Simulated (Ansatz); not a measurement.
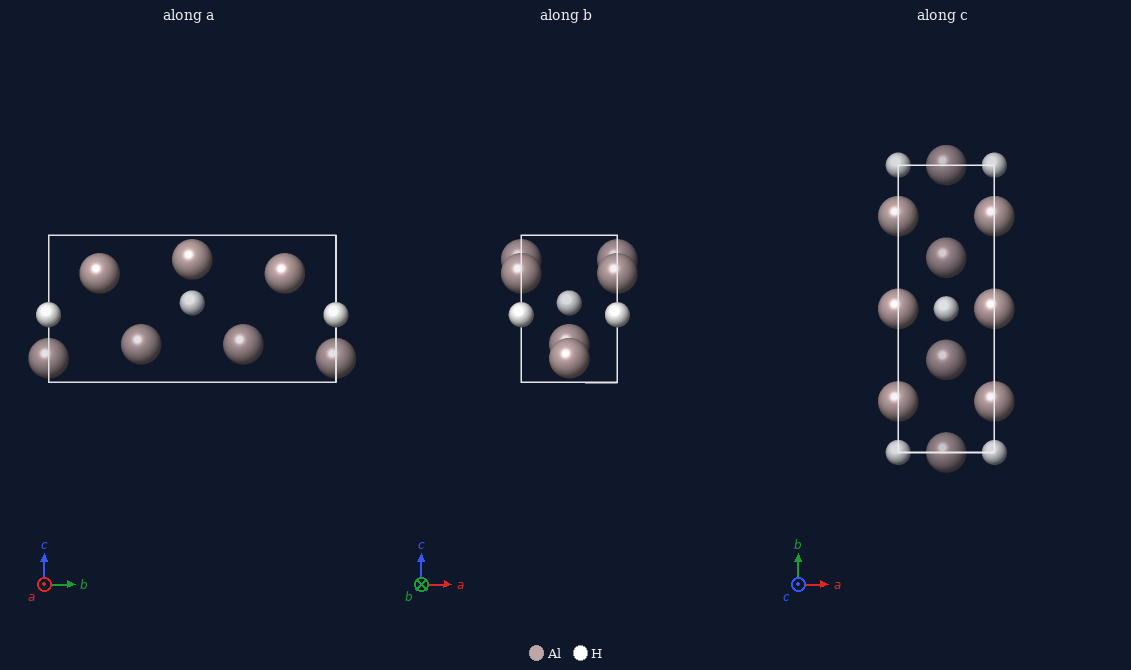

We look at a spheres-only model of the crystal along the a axis, along the b axis and along the c axis. The parallelepiped is the unit cell.

Lattice parameters: a = 2.8692 Å, b = 8.5765 Å, c = 4.3955 Å, α = 90.000°, β = 90.031°, γ = 90.000°.

Question: Reconstruct the structure as a CIF in P1 with every atom of the cell, with free fractional coordinates to two decimals.

Answer:
```cif
data_structure
_symmetry_space_group_name_H-M 'P 1'
_symmetry_Int_Tables_number 1
_cell_length_a 2.8692
_cell_length_b 8.5765
_cell_length_c 4.3955
_cell_angle_alpha 90.000
_cell_angle_beta 90.031
_cell_angle_gamma 90.000
_cell_volume 108.16
loop_
_atom_site_label
_atom_site_type_symbol
_atom_site_fract_x
_atom_site_fract_y
_atom_site_fract_z
_atom_site_occupancy
Al1 Al 0.50 0.32 0.26 1
Al2 Al 0.50 0.68 0.26 1
Al3 Al 0.50 0.00 0.16 1
H1 H 0.00 0.00 0.46 1
H2 H 0.50 0.50 0.54 1
Al4 Al 0.00 0.18 0.74 1
Al5 Al 0.00 0.50 0.84 1
Al6 Al 0.00 0.82 0.74 1
```

The structure was taken from a random cell made by a generator, so it need not be a real form of the compound. The structure drawn was relaxed with Ansatz, DFT PBE, scalar-relativistic, plane waves, PAW.
